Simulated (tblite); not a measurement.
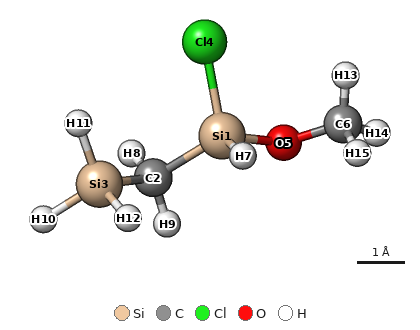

The structure as given in the input (ball-and-stick view, seen at a tilt; atoms are numbered from 1 in the order of the input). Bond lengths as drawn: Cl–Si 2.05 Å, C–H 1.08 to 1.12 Å, C–O 1.41 Å, C–Si 1.84 to 1.85 Å, H–Si 1.46 to 1.48 Å and O–Si 1.70 Å.

C2H9ClOSi2: geometry relaxation

The run: geometry relaxation of C2H9ClOSi2. Method and program: GFN2-xTB geometry optimisation, gas phase (tblite 0.8.0).

### What the program printed
```
step      E/eV     max force
  0    -571.93715    2.427
  1    -572.07182    0.764
  2    -572.09983    0.449
  3    -572.10902    0.258
  4    -572.11661    0.170
  5    -572.12059    0.177
  6    -572.12492    0.184
  7    -572.12785    0.174
  8    -572.13165    0.159
  9    -572.13596    0.161
 10    -572.14073    0.200
 11    -572.14567    0.185
 12    -572.15116    0.181
 13    -572.15708    0.215
 14    -572.16322    0.187
 15    -572.16907    0.206
 16    -572.17457    0.217
 17    -572.17989    0.174
 18    -572.18451    0.153
 19    -572.18864    0.140
 20    -572.19327    0.168
 21    -572.19863    0.195
 22    -572.20348    0.148
 23    -572.20702    0.135
 24    -572.20992    0.119
 25    -572.21270    0.128
 26    -572.21523    0.121
 27    -572.21722    0.114
 28    -572.21875    0.115
 29    -572.22033    0.125
 30    -572.22214    0.119
 31    -572.22410    0.078
 32    -572.22493    0.058
 33    -572.22555    0.063
 34    -572.22620    0.074
 35    -572.22694    0.073
 36    -572.22755    0.060
 37    -572.22798    0.044
 38    -572.22832    0.056
 39    -572.22865    0.057
 40    -572.22897    0.045
 41    -572.22926    0.040
 42    -572.22954    0.052
 43    -572.22983    0.051
 44    -572.23007    0.037
 45    -572.23022    0.033
 46    -572.23033    0.030
 47    -572.23047    0.040
 48    -572.23065    0.046
 49    -572.23080    0.031
 50    -572.23089    0.022
 51    -572.23095    0.018
 52    -572.23101    0.026
 53    -572.23109    0.028
 54    -572.23118    0.023
 55    -572.23125    0.025
 56    -572.23134    0.033
 57    -572.23146    0.047
 58    -572.23164    0.049
 59    -572.23186    0.038
 60    -572.23207    0.040
 61    -572.23231    0.041
 62    -572.23262    0.060
 63    -572.23296    0.056
 64    -572.23324    0.046
 65    -572.23348    0.048
 66    -572.23377    0.058
 67    -572.23418    0.088
 68    -572.23465    0.084
 69    -572.23498    0.045
 70    -572.23515    0.033
 71    -572.23531    0.032
 72    -572.23557    0.059
 73    -572.23594    0.076
 74    -572.23633    0.061
 75    -572.23662    0.054
 76    -572.23686    0.037
 77    -572.23712    0.046
 78    -572.23747    0.046
 79    -572.23775    0.040
 80    -572.23796    0.037
 81    -572.23814    0.043
 82    -572.23833    0.052
 83    -572.23847    0.036
 84    -572.23854    0.021
 85    -572.23858    0.019
 86    -572.23861    0.017
 87    -572.23866    0.018
 88    -572.23871    0.014
 89    -572.23875    0.011
 90    -572.23877    0.011
 91    -572.23879    0.012
 92    -572.23881    0.012
 93    -572.23884    0.011
 94    -572.23888    0.014
 95    -572.23892    0.017
 96    -572.23896    0.017
 97    -572.23901    0.018
 98    -572.23905    0.017
 99    -572.23909    0.018
100    -572.23915    0.020
101    -572.23921    0.019
102    -572.23927    0.016
103    -572.23931    0.015
104    -572.23933    0.017
105    -572.23937    0.026
106    -572.23943    0.031
107    -572.23951    0.028
108    -572.23959    0.021
109    -572.23967    0.023
110    -572.23974    0.024
111    -572.23981    0.028
112    -572.23987    0.021
113    -572.23991    0.014
114    -572.23993    0.011
115    -572.23996    0.014
116    -572.23999    0.016
117    -572.24002    0.012
118    -572.24004    0.012
119    -572.24005    0.010
120    -572.24006    0.009
121    -572.24008    0.011
122    -572.24010    0.015
123    -572.24013    0.019
124    -572.24015    0.020
125    -572.24019    0.019
126    -572.24024    0.019
127    -572.24029    0.021
128    -572.24033    0.021
129    -572.24038    0.019
130    -572.24043    0.018
131    -572.24048    0.015
132    -572.24053    0.019
133    -572.24058    0.018
134    -572.24063    0.021
135    -572.24068    0.017
136    -572.24074    0.020
137    -572.24078    0.016
138    -572.24081    0.014
139    -572.24084    0.012
140    -572.24086    0.018
141    -572.24090    0.019
142    -572.24093    0.020
143    -572.24095    0.015
144    -572.24097    0.011
145    -572.24099    0.013
146    -572.24101    0.015
147    -572.24103    0.018
148    -572.24104    0.013
149    -572.24105    0.006
```

### Trajectory as extended XYZ (Å, eV, eV/Å), 15 of the 26 frames kept, from step=0 to step=149
```
15
Properties=species:S:1:pos:R:3:forces:R:3 step=0 energy=-571.93715
Si   -0.3000   -0.1431    0.4007   -2.4110   0.0800   0.2710
C     1.1089   -0.3827   -0.7505   -0.3010  -0.3840  -0.8680
Si    2.6355   -0.2840    0.2837    1.6230  -0.0440   0.3370
Cl   -0.6873   -1.8702    1.4269    0.1290   0.2730  -0.0800
O    -1.7390    0.2066   -0.4257    1.1040  -0.0880   1.1840
C    -2.8355    0.6812    0.3245    0.1260   1.0740  -0.4160
H    -0.0829    0.9174    1.3979   -0.0390  -0.1290  -0.1210
H     1.0413   -1.3407   -1.2796    0.0460   0.2910   0.0620
H     1.1103    0.4117   -1.4795    0.0330   0.0980  -0.3540
H     3.8133   -0.4325   -0.6002   -0.1830   0.0420   0.1080
H     2.7009   -1.3475    1.2805   -0.0810  -0.0280   0.0330
H     2.7481    1.0105    0.9670   -0.0670  -0.0540  -0.0560
H    -3.1777   -0.0057    1.0814    0.0970  -0.3800   0.2110
H    -3.6534    0.8755   -0.3714    0.0440  -0.0820  -0.0540
H    -2.5800    1.6540    0.8153   -0.1200  -0.6690  -0.2580
15
Properties=species:S:1:pos:R:3:forces:R:3 step=12 energy=-572.15116
Si   -0.3470   -0.1563    0.4630    0.0560   0.0710   0.0300
C     1.0987   -0.3618   -0.7354   -0.0750  -0.0500   0.0120
Si    2.7299   -0.3051    0.2452   -0.1750   0.0260  -0.0350
Cl   -0.6730   -1.8732    1.4962    0.0000   0.0870  -0.0780
O    -1.6902    0.2804   -0.3430    0.0310   0.0120   0.0970
C    -2.8611    0.7133    0.2974   -0.1080   0.0170  -0.0020
H    -0.0974    0.8794    1.4647    0.0650  -0.0060   0.0860
H     1.0271   -1.3162   -1.2575   -0.0150   0.0440   0.0010
H     1.0807    0.4139   -1.5019   -0.0030  -0.0630   0.1160
H     3.8828   -0.4428   -0.6399    0.0130  -0.0360  -0.0630
H     2.7106   -1.3563    1.2563    0.0610  -0.0910  -0.0070
H     2.7823    0.9803    0.9331    0.0820   0.1200   0.0270
H    -3.2033   -0.0170    1.0301    0.0060  -0.1030   0.0230
H    -3.6338    0.8498   -0.4526   -0.0460  -0.0150  -0.1650
H    -2.7039    1.6624    0.8155    0.1080  -0.0130  -0.0430
15
Properties=species:S:1:pos:R:3:forces:R:3 step=24 energy=-572.20992
Si   -0.3148   -0.0844    0.6291   -0.0010   0.0090  -0.0300
C     1.0561   -0.3248   -0.6435    0.0730  -0.0210  -0.0030
Si    2.7621   -0.3184    0.1953    0.0810  -0.0070  -0.0160
Cl   -0.6924   -1.8468    1.5504   -0.0430  -0.0170   0.0340
O    -1.6091    0.3969   -0.2171   -0.0260   0.0360   0.0170
C    -2.9045    0.7000    0.2181   -0.0590  -0.0150   0.0200
H     0.0146    0.8503    1.7043   -0.0400   0.0260  -0.0180
H     0.9167   -1.2726   -1.1607    0.0030  -0.0660   0.0150
H     1.0096    0.4374   -1.4177   -0.0020   0.0890   0.0710
H     3.8497   -0.4959   -0.7756   -0.1070   0.0020  -0.0330
H     2.8280   -1.4247    1.1573   -0.0100   0.1170  -0.0190
H     2.9521    0.9825    0.8526   -0.0120  -0.1170   0.0080
H    -3.2965   -0.0723    0.8814    0.0610  -0.0790   0.0280
H    -3.5515    0.7717   -0.6550    0.0340   0.0120  -0.0750
H    -2.9176    1.6516    0.7522    0.0490   0.0320   0.0010
15
Properties=species:S:1:pos:R:3:forces:R:3 step=30 energy=-572.22214
Si   -0.3110   -0.0694    0.6775    0.0250   0.0320  -0.0480
C     1.0510   -0.3122   -0.6067   -0.0330  -0.0170   0.0210
Si    2.7817   -0.3277    0.1746   -0.0890  -0.0110  -0.0680
Cl   -0.7247   -1.8385    1.5733   -0.0330   0.0190   0.0320
O    -1.5871    0.4367   -0.1822    0.0640  -0.0110   0.0170
C    -2.9114    0.6897    0.1939    0.0590   0.0120  -0.0210
H     0.0370    0.8567    1.7553   -0.0690  -0.0050  -0.0160
H     0.8833   -1.2624   -1.1182    0.0500   0.0980  -0.0470
H     0.9938    0.4726   -1.3616   -0.0030  -0.0890   0.0550
H     3.7947   -0.5144   -0.8635    0.0160  -0.0100  -0.0480
H     2.8667   -1.4151    1.1432    0.0220  -0.0450   0.0510
H     3.0034    0.9521    0.8429    0.0360   0.0520   0.0400
H    -3.2984   -0.1057    0.8329    0.0060  -0.0150   0.0040
H    -3.5048    0.7482   -0.7186   -0.0300   0.0000   0.0140
H    -2.9718    1.6401    0.7283   -0.0210  -0.0110   0.0150
15
Properties=species:S:1:pos:R:3:forces:R:3 step=42 energy=-572.22954
Si   -0.3153   -0.0638    0.6914    0.0000  -0.0110   0.0240
C     1.0478   -0.3084   -0.5875    0.0090   0.0030   0.0320
Si    2.7872   -0.3371    0.1686    0.0310   0.0030   0.0020
Cl   -0.7752   -1.8121    1.6138   -0.0020   0.0450  -0.0260
O    -1.5706    0.4584   -0.1874    0.0070  -0.0100  -0.0180
C    -2.9015    0.6812    0.1808   -0.0010  -0.0200   0.0040
H    -0.0019    0.8695    1.7726    0.0030   0.0000  -0.0130
H     0.8867   -1.2405   -1.1298   -0.0150   0.0180   0.0030
H     0.9879    0.4904   -1.3246    0.0090  -0.0100   0.0070
H     3.7602   -0.5283   -0.9114    0.0010  -0.0070   0.0180
H     2.9044   -1.4243    1.1416   -0.0090   0.0140  -0.0290
H     3.0489    0.9400    0.8382   -0.0040  -0.0220  -0.0120
H    -3.2735   -0.1316    0.8071   -0.0110  -0.0110   0.0080
H    -3.4938    0.7363   -0.7326   -0.0140   0.0140   0.0070
H    -2.9888    1.6211    0.7303   -0.0030  -0.0070  -0.0050
15
Properties=species:S:1:pos:R:3:forces:R:3 step=54 energy=-572.23118
Si   -0.3192   -0.0512    0.6908    0.0020  -0.0110  -0.0040
C     1.0525   -0.3004   -0.5773    0.0120   0.0020  -0.0040
Si    2.7969   -0.3436    0.1659    0.0040   0.0000  -0.0020
Cl   -0.8010   -1.7887    1.6183    0.0160   0.0150  -0.0010
O    -1.5740    0.4521   -0.2021   -0.0180   0.0060   0.0140
C    -2.9029    0.6694    0.1808   -0.0010   0.0000  -0.0070
H    -0.0142    0.8927    1.7642    0.0030   0.0080  -0.0020
H     0.8813   -1.2268   -1.1259   -0.0050   0.0030  -0.0030
H     1.0004    0.5021   -1.3108   -0.0030   0.0020  -0.0060
H     3.7683   -0.5400   -0.9147   -0.0130  -0.0020   0.0120
H     2.9082   -1.4358    1.1313   -0.0020  -0.0060   0.0030
H     3.0653    0.9316    0.8340    0.0070  -0.0070   0.0040
H    -3.2698   -0.1507    0.8019    0.0070   0.0090  -0.0050
H    -3.5049    0.7358   -0.7255   -0.0010   0.0030   0.0020
H    -2.9844    1.6042    0.7402   -0.0110  -0.0200   0.0010
15
Properties=species:S:1:pos:R:3:forces:R:3 step=66 energy=-572.23377
Si   -0.3159   -0.0023    0.6839    0.0270   0.0470  -0.0200
C     1.0601   -0.2724   -0.5777    0.0070   0.0040   0.0030
Si    2.8031   -0.3708    0.1711   -0.0180  -0.0090   0.0080
Cl   -0.7681   -1.7267    1.6430    0.0040  -0.0150   0.0320
O    -1.5892    0.4702   -0.2011    0.0150   0.0050   0.0150
C    -2.9248    0.6408    0.1829    0.0040   0.0090  -0.0180
H    -0.0100    0.9776    1.7259   -0.0030  -0.0210  -0.0020
H     0.8683   -1.1916   -1.1330    0.0030   0.0200   0.0020
H     1.0323    0.5349   -1.3079    0.0010  -0.0050   0.0120
H     3.7662   -0.5833   -0.9132   -0.0040  -0.0060  -0.0040
H     2.8881   -1.4804    1.1215   -0.0160   0.0170  -0.0130
H     3.1251    0.8842    0.8555   -0.0280  -0.0170  -0.0060
H    -3.2742   -0.2144    0.7663    0.0020   0.0220  -0.0190
H    -3.5197    0.7357   -0.7251   -0.0230  -0.0310  -0.0080
H    -3.0388    1.5492    0.7790    0.0290  -0.0220   0.0190
15
Properties=species:S:1:pos:R:3:forces:R:3 step=72 energy=-572.23557
Si   -0.3111    0.0413    0.6666   -0.0100  -0.0540   0.0210
C     1.0678   -0.2487   -0.5838    0.0040   0.0060  -0.0120
Si    2.7999   -0.3942    0.1789    0.0070  -0.0040  -0.0270
Cl   -0.7328   -1.6698    1.6739    0.0060   0.0380  -0.0090
O    -1.5990    0.4794   -0.2151   -0.0080  -0.0130  -0.0060
C    -2.9349    0.6172    0.1840    0.0120  -0.0040  -0.0010
H    -0.0113    1.0416    1.6863    0.0070   0.0280   0.0340
H     0.8633   -1.1583   -1.1489   -0.0140   0.0000  -0.0120
H     1.0680    0.5641   -1.3068   -0.0080   0.0200  -0.0120
H     3.7593   -0.6213   -0.9067   -0.0020   0.0020   0.0130
H     2.8534   -1.5118    1.1177   -0.0120  -0.0220   0.0160
H     3.1444    0.8442    0.8791   -0.0180   0.0100  -0.0020
H    -3.2658   -0.2625    0.7395    0.0060  -0.0130   0.0030
H    -3.5455    0.7315   -0.7119    0.0290  -0.0010  -0.0030
H    -3.0532    1.4981    0.8183    0.0020   0.0080  -0.0030
15
Properties=species:S:1:pos:R:3:forces:R:3 step=84 energy=-572.23854
Si   -0.2921    0.1037    0.6742    0.0030  -0.0130  -0.0060
C     1.0672   -0.2046   -0.5942    0.0040   0.0000   0.0060
Si    2.7853   -0.4360    0.1757    0.0100  -0.0010   0.0040
Cl   -0.6786   -1.5737    1.7447    0.0060   0.0020   0.0040
O    -1.5927    0.4845   -0.2134   -0.0110  -0.0040  -0.0120
C    -2.9334    0.5714    0.1790   -0.0030   0.0060   0.0000
H    -0.0023    1.1446    1.6585    0.0070   0.0010  -0.0020
H     0.8211   -1.0876   -1.1845    0.0020   0.0020  -0.0020
H     1.1006    0.6282   -1.2941   -0.0170   0.0100   0.0080
H     3.7519   -0.6839   -0.8974    0.0010   0.0040  -0.0010
H     2.7844   -1.5676    1.1004   -0.0070  -0.0090   0.0020
H     3.1534    0.7828    0.8987    0.0050   0.0010  -0.0020
H    -3.2461   -0.3430    0.6876    0.0020  -0.0030   0.0010
H    -3.5354    0.7154   -0.7179   -0.0010  -0.0080  -0.0060
H    -3.0808    1.4166    0.8539   -0.0010   0.0150   0.0040
15
Properties=species:S:1:pos:R:3:forces:R:3 step=96 energy=-572.23896
Si   -0.2924    0.1038    0.6772   -0.0030   0.0110   0.0040
C     1.0669   -0.1977   -0.5917    0.0050   0.0020   0.0000
Si    2.7850   -0.4406    0.1746    0.0130  -0.0040   0.0060
Cl   -0.6707   -1.5650    1.7617    0.0010  -0.0060   0.0030
O    -1.5941    0.4766   -0.2132    0.0100   0.0040  -0.0010
C    -2.9353    0.5673    0.1759   -0.0030  -0.0040   0.0020
H     0.0028    1.1524    1.6531   -0.0100  -0.0070  -0.0080
H     0.8225   -1.0744   -1.1918   -0.0100   0.0050  -0.0050
H     1.0958    0.6445   -1.2805    0.0080  -0.0010  -0.0050
H     3.7508   -0.6879   -0.8996   -0.0040  -0.0010  -0.0020
H     2.7742   -1.5777    1.0937    0.0000   0.0030  -0.0060
H     3.1653    0.7725    0.9006   -0.0020   0.0010   0.0050
H    -3.2475   -0.3450    0.6880   -0.0130  -0.0040   0.0100
H    -3.5360    0.7058   -0.7229    0.0030  -0.0060  -0.0050
H    -3.0848    1.4161    0.8460    0.0050   0.0090   0.0000
15
Properties=species:S:1:pos:R:3:forces:R:3 step=108 energy=-572.23959
Si   -0.2928    0.1007    0.6736   -0.0130   0.0030   0.0090
C     1.0708   -0.1851   -0.5952   -0.0040   0.0030   0.0080
Si    2.7844   -0.4475    0.1763    0.0000  -0.0070  -0.0090
Cl   -0.6464   -1.5602    1.7799    0.0060  -0.0010  -0.0100
O    -1.6008    0.4429   -0.2196   -0.0010   0.0100   0.0160
C    -2.9380    0.5622    0.1767   -0.0050  -0.0040  -0.0010
H    -0.0146    1.1615    1.6407   -0.0010   0.0040  -0.0060
H     0.8223   -1.0486   -1.2131    0.0050   0.0140   0.0050
H     1.1086    0.6706   -1.2673   -0.0010  -0.0130  -0.0010
H     3.7512   -0.6908   -0.8972    0.0030  -0.0010  -0.0080
H     2.7623   -1.5940    1.0819    0.0000  -0.0080   0.0050
H     3.1718    0.7547    0.9162   -0.0050   0.0050   0.0060
H    -3.2605   -0.3268    0.7226    0.0100  -0.0120   0.0020
H    -3.5418    0.6762   -0.7232   -0.0090   0.0000  -0.0040
H    -3.0739    1.4350    0.8188    0.0150   0.0070  -0.0130
15
Properties=species:S:1:pos:R:3:forces:R:3 step=120 energy=-572.24006
Si   -0.2928    0.1133    0.6805    0.0010  -0.0060  -0.0030
C     1.0721   -0.1668   -0.5877    0.0010  -0.0020   0.0010
Si    2.7845   -0.4625    0.1744    0.0000   0.0040   0.0040
Cl   -0.6188   -1.5484    1.7935   -0.0020   0.0070  -0.0020
O    -1.6027    0.4303   -0.2185   -0.0070   0.0060  -0.0010
C    -2.9411    0.5522    0.1723   -0.0050   0.0000   0.0030
H    -0.0298    1.1878    1.6360    0.0020   0.0010   0.0060
H     0.8133   -1.0165   -1.2196    0.0010  -0.0030  -0.0040
H     1.1203    0.6977   -1.2473    0.0000  -0.0010  -0.0030
H     3.7431   -0.7022   -0.9082   -0.0010   0.0030   0.0040
H     2.7565   -1.6201    1.0664   -0.0030   0.0010  -0.0050
H     3.1824    0.7278    0.9290    0.0020  -0.0050   0.0000
H    -3.2594   -0.3250    0.7398    0.0070   0.0010   0.0030
H    -3.5457    0.6416   -0.7302    0.0040  -0.0060  -0.0010
H    -3.0795    1.4415    0.7907    0.0000   0.0000  -0.0010
15
Properties=species:S:1:pos:R:3:forces:R:3 step=126 energy=-572.24024
Si   -0.2923    0.1210    0.6810    0.0060   0.0120   0.0010
C     1.0733   -0.1595   -0.5862   -0.0050   0.0000  -0.0040
Si    2.7834   -0.4672    0.1752   -0.0060   0.0000  -0.0050
Cl   -0.6114   -1.5390    1.7972   -0.0100  -0.0020   0.0030
O    -1.6033    0.4347   -0.2177    0.0130  -0.0020   0.0050
C    -2.9426    0.5479    0.1717    0.0090   0.0000  -0.0030
H    -0.0328    1.1976    1.6360    0.0030  -0.0060  -0.0030
H     0.8129   -1.0069   -1.2212   -0.0020   0.0090  -0.0010
H     1.1261    0.7073   -1.2426   -0.0020  -0.0060  -0.0030
H     3.7375   -0.7026   -0.9112    0.0150   0.0000  -0.0050
H     2.7473   -1.6341    1.0537    0.0010  -0.0060   0.0070
H     3.1906    0.7132    0.9390    0.0000   0.0030   0.0070
H    -3.2511   -0.3239    0.7524   -0.0020  -0.0060  -0.0030
H    -3.5453    0.6181   -0.7336   -0.0160  -0.0050   0.0070
H    -3.0899    1.4441    0.7777   -0.0030   0.0080  -0.0030
15
Properties=species:S:1:pos:R:3:forces:R:3 step=138 energy=-572.24081
Si   -0.2899    0.1388    0.6782    0.0120  -0.0070  -0.0020
C     1.0763   -0.1414   -0.5889    0.0030  -0.0030  -0.0010
Si    2.7806   -0.4803    0.1736   -0.0040  -0.0020   0.0080
Cl   -0.6130   -1.5185    1.7996   -0.0010   0.0090  -0.0030
O    -1.6025    0.4408   -0.2222    0.0020   0.0030   0.0020
C    -2.9413    0.5377    0.1737   -0.0030   0.0000   0.0010
H    -0.0329    1.2173    1.6311    0.0040   0.0000  -0.0020
H     0.8065   -0.9783   -1.2335    0.0010  -0.0010  -0.0060
H     1.1397    0.7308   -1.2370    0.0000   0.0030   0.0060
H     3.7455   -0.6922   -0.9091   -0.0030  -0.0010   0.0020
H     2.7233   -1.6703    1.0203    0.0090  -0.0030  -0.0020
H     3.1935    0.6722    0.9769   -0.0080   0.0020  -0.0030
H    -3.2191   -0.3066    0.8079   -0.0040  -0.0030   0.0030
H    -3.5567    0.5364   -0.7256   -0.0030  -0.0010  -0.0050
H    -3.1077    1.4646    0.7262   -0.0050   0.0040   0.0020
15
Properties=species:S:1:pos:R:3:forces:R:3 step=149 energy=-572.24105
Si   -0.2878    0.1441    0.6757   -0.0020  -0.0050   0.0030
C     1.0774   -0.1403   -0.5911    0.0020  -0.0020   0.0000
Si    2.7787   -0.4861    0.1752    0.0030  -0.0010  -0.0020
Cl   -0.6183   -1.5095    1.8001    0.0020   0.0040  -0.0020
O    -1.6028    0.4514   -0.2194   -0.0010  -0.0010   0.0010
C    -2.9431    0.5355    0.1753    0.0020  -0.0010   0.0010
H    -0.0209    1.2221    1.6265    0.0000   0.0010   0.0000
H     0.8060   -0.9720   -1.2415   -0.0010  -0.0030  -0.0010
H     1.1464    0.7358   -1.2335    0.0010   0.0010   0.0000
H     3.7466   -0.6896   -0.9066   -0.0020   0.0020   0.0020
H     2.7269   -1.6828    1.0128   -0.0010   0.0030  -0.0010
H     3.1838    0.6645    0.9852   -0.0020  -0.0020   0.0010
H    -3.2108   -0.3046    0.8196    0.0000  -0.0010   0.0000
H    -3.5583    0.5154   -0.7242    0.0010   0.0020   0.0010
H    -3.1214    1.4668    0.7170   -0.0020   0.0010  -0.0020
```

This output came from the following input.

### Input
```
{"job": {"kind": "relax", "xc": "GFN2-xTB", "basis": "xTB"}, "charge": 0, "multiplicity": 1}
Si    -0.299958    -0.143137     0.400699
C      1.108914    -0.382718    -0.750490
Si     2.635543    -0.283968     0.283678
Cl    -0.687309    -1.870176     1.426914
O     -1.738987     0.206643    -0.425670
C     -2.835467     0.681236     0.324517
H     -0.082898     0.917401     1.397866
H      1.041252    -1.340656    -1.279551
H      1.110298     0.411707    -1.479451
H      3.813312    -0.432491    -0.600173
H      2.700865    -1.347467     1.280499
H      2.748129     1.010526     0.966980
H     -3.177693    -0.005702     1.081421
H     -3.653446     0.875492    -0.371387
H     -2.580030     1.654047     0.815321
```

The first line tells a small driver script what to run in tblite; the rest is the geometry in Å.

Command:
```bash
OMP_NUM_THREADS=1 python <driver script> task.json out
```

### Summary

- outcome: converged
- total energy: −572.2410 eV
- hardware: 1 CPU thread, shared host
- wall time: 4.5 s
- peak memory: 0.18 GiB
